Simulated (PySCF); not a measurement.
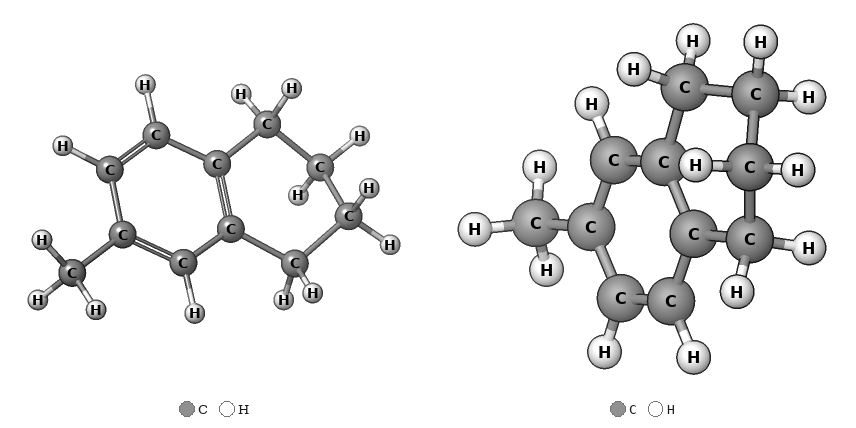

Two views of one molecule.

The computed structure is the end point of a PBE0-D3(BJ)/def2-SVP optimisation. No frequency run is at hand to confirm it as a minimum.

**Count the atoms of each element.**

C₁₁H₁₄, 25 atoms: 11 carbon and 14 hydrogen.

**Write the SMILES.**

Cc1ccc2c(c1)CCCC2

The parts below concern this one geometry. Atoms keep their numbers from picture to picture.

Symmetry

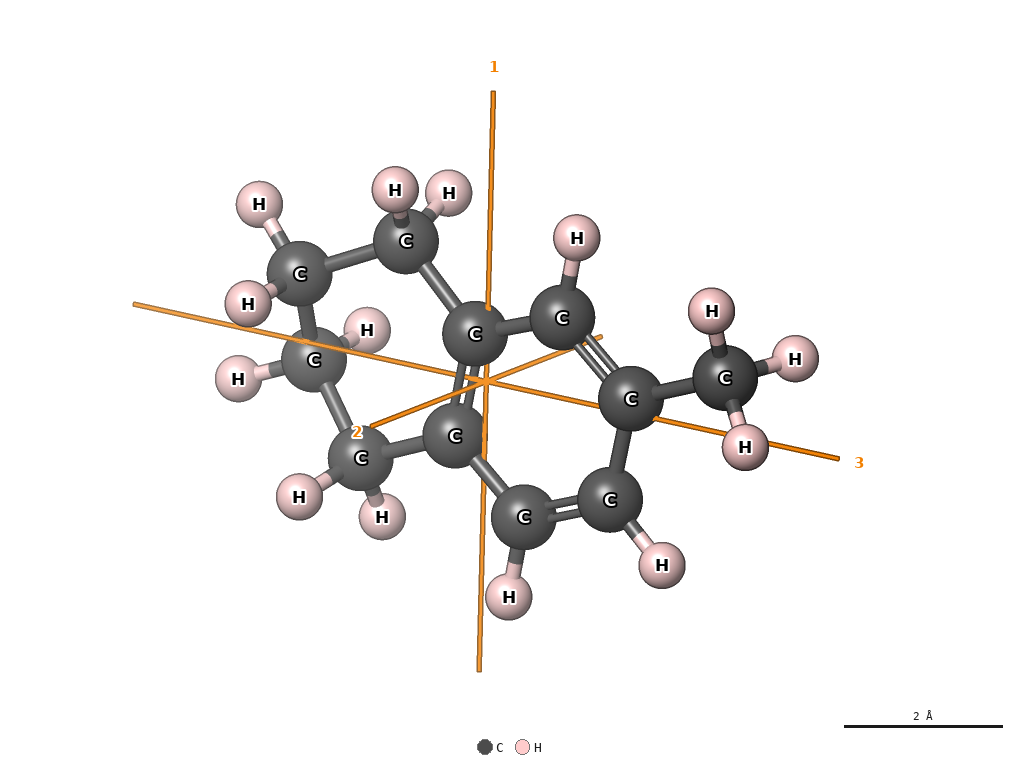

The three principal axes of inertia are drawn and numbered. Atoms fade into the background with distance from the viewer. No frequency run is at hand to confirm it as a minimum. Masses are those of the most abundant isotopes; constants are for the rigid equilibrium geometry.

**Which line is the a axis (least moment of inertia), which b and which c?**

a is line 3, b is line 1, c is line 2; the moments are 200, 660, 836 u Å².

**What kind of rotor is it, and what are its rotational constants in cm⁻¹?**

An asymmetric top (C1): A = 0.0842, B = 0.0255, C = 0.0202 cm⁻¹. Ray's parameter κ is −0.83, nearer the prolate limit.

Excitation

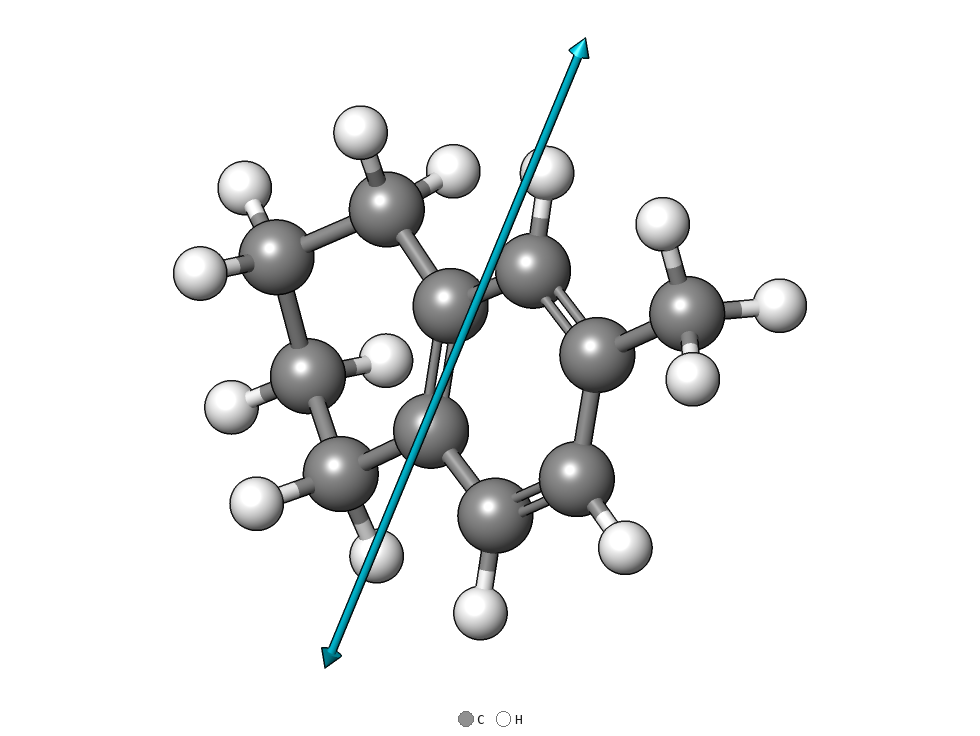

The double arrow shows the direction of the transition dipole to excited singlet state 3 (its length means nothing). No frequency run is at hand to confirm it as a minimum. Properties computed with TDDFT PBE0/def2-SVPD, vertical, gas phase, core orbitals frozen in the response (PySCF 2.14.0).

**Give its energy, strength and character.**

6.29 eV (197 nm), oscillator strength 0.071, mainly HOMO → LUMO+2 (weight 0.64); transition dipole 1.73 D.

Ring current

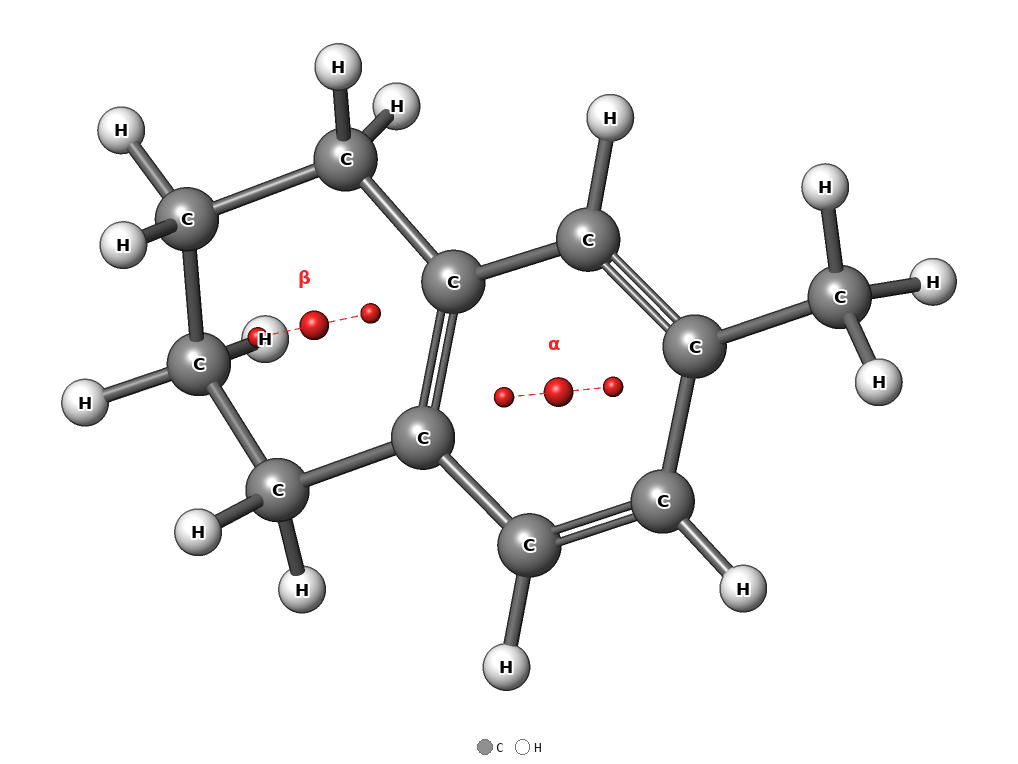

The small points mark where nucleus-independent chemical shifts (NICS) were computed: at the centre of each lettered ring and 1 Å above and below it. No frequency run is at hand to confirm it as a minimum. Level of theory: GIAO PBE0/pcSseg-1 NMR shielding, non-relativistic, gas phase (PySCF 2.14.0).

Give NICS(0), NICS(1) and the out-of-plane component NICS(1)zz for each ring (means of the two sides).

```csv
ring,members,NICS(0),NICS(1),NICS(1)zz
α,C6,−8.2,−10.8,−25.7
β,C6,0.5,−1.3,4.5
```

Values in ppm.

**What do the values say about the ring currents?**

Ring α: diatropic, as in an aromatic ring. Ring β: weak, as in a non-aromatic ring. NICS is one index among several.

NMR shielding

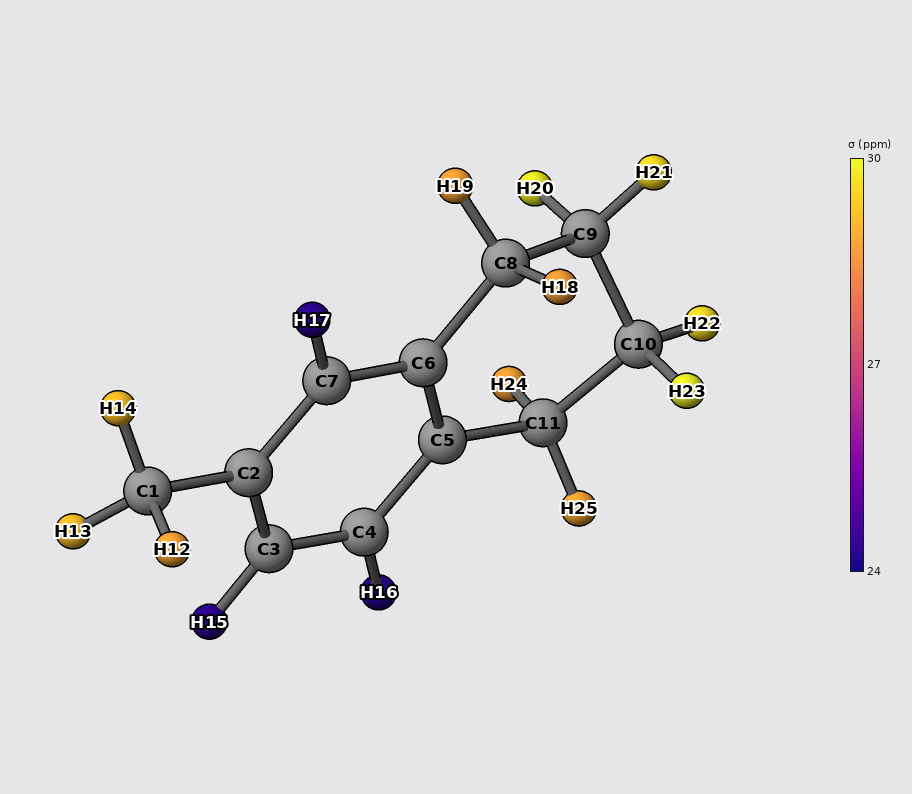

Atoms are coloured by their isotropic NMR shieldings (H only, the others grey). No frequency run is at hand to confirm it as a minimum. Properties computed with GIAO ωB97X-D/pcSseg-1 NMR shielding, non-relativistic, gas phase (PySCF 2.14.0).

List the isotropic NMR shieldings of the H atoms.

| atom | σ (ppm) |
| --- | --- |
| H12 | 28.84 |
| H13 | 29.21 |
| H14 | 29.24 |
| H15 | 24.33 |
| H16 | 24.28 |
| H17 | 24.37 |
| H18 | 28.73 |
| H19 | 28.81 |
| H20 | 29.91 |
| H21 | 29.64 |
| H22 | 29.64 |
| H23 | 29.92 |
| H24 | 28.77 |
| H25 | 28.84 |

Charges

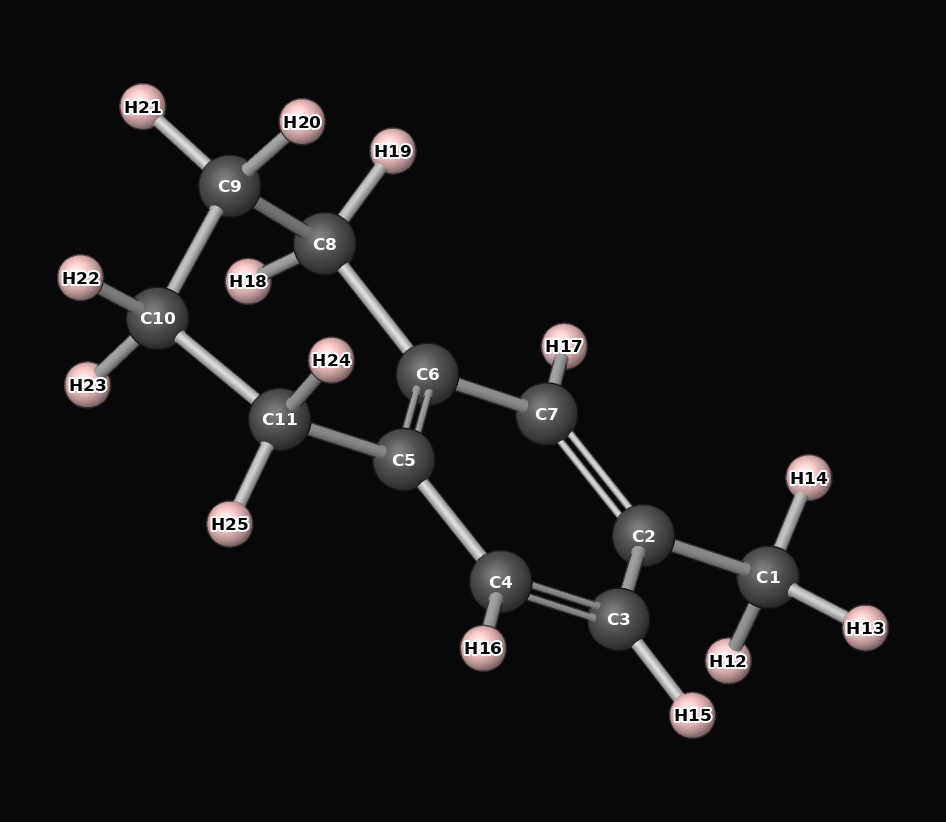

The questions are on IAO charges. No frequency run is at hand to confirm it as a minimum. Method: PBE0/pcSseg-1, gas phase (PySCF 2.14.0).

Give the IAO charges atom by atom.

```tsv
atom	value (e)
C1	−0.42
C2	0.01
C3	−0.16
C4	−0.15
C5	−0.01
C6	0.00
C7	−0.17
C8	−0.26
C9	−0.25
C10	−0.25
C11	−0.26
H12	0.15
H13	0.14
H14	0.14
H15	0.14
H16	0.14
H17	0.13
H18	0.14
H19	0.14
H20	0.13
H21	0.13
H22	0.13
H23	0.13
H24	0.14
H25	0.14
```
